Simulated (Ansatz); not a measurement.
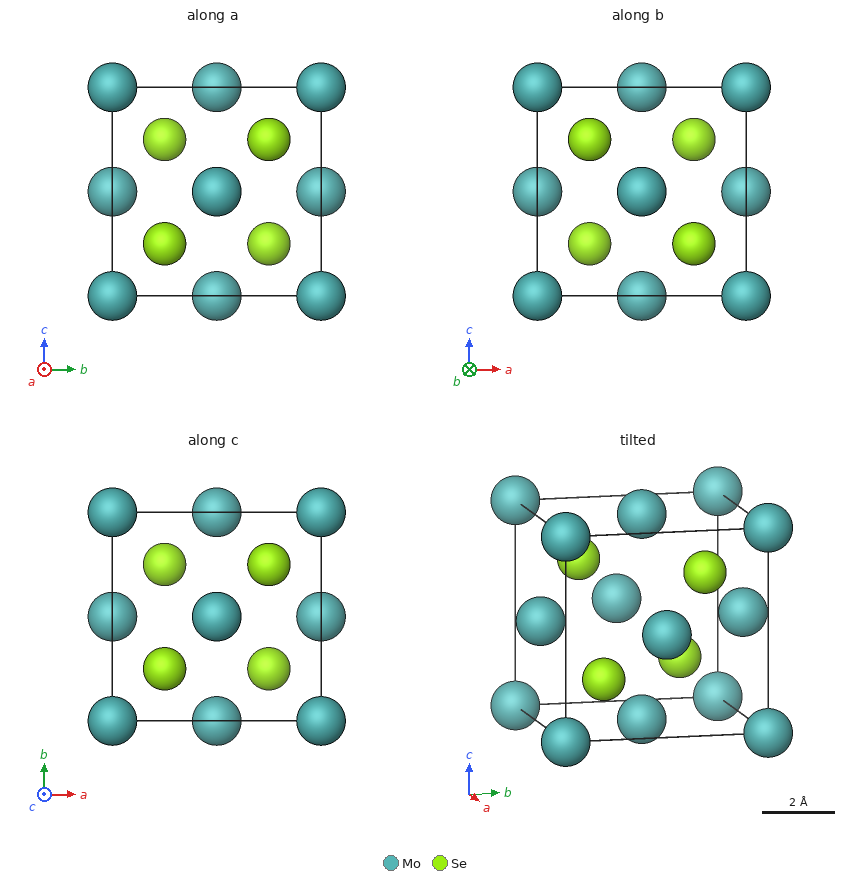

The figure gives a spheres-only picture of the atoms, viewed along the a axis, along the b axis, along the c axis and slightly off an axis. Atoms at the boundary of the conventional unit cell (the box) are drawn once for each face, edge or corner they touch.

Lattice parameters: a = 5.7991 Å, b = 5.7991 Å, c = 5.7991 Å, α = 90.000°, β = 90.000°, γ = 90.000°.

Question: Transcribe the picture into a CIF with its space group and independent sites.

Answer:
```cif
data_structure
_symmetry_space_group_name_H-M 'F -4 3 m'
_symmetry_Int_Tables_number 216
_cell_length_a 5.7991
_cell_length_b 5.7991
_cell_length_c 5.7991
_cell_angle_alpha 90.000
_cell_angle_beta 90.000
_cell_angle_gamma 90.000
_cell_volume 195.02
loop_
_atom_site_label
_atom_site_type_symbol
_atom_site_symmetry_multiplicity
_atom_site_Wyckoff_symbol
_atom_site_fract_x
_atom_site_fract_y
_atom_site_fract_z
_atom_site_occupancy
Mo1 Mo 4 a 0.0000 0.0000 0.0000 1
Se1 Se 4 d 0.2500 0.2500 0.7500 1
```

The structure comes from a structure type filled with these elements by a generator (whether the compound takes this form wasn't checked). Earlier steps of the study may have refined or changed the cell and positions. It was the input of a calculation with Ansatz.

At this level of theory the cell isn't at rest (compressed, at 13 GPa), so its distances can differ from those at equilibrium, the more so the softer the solid.
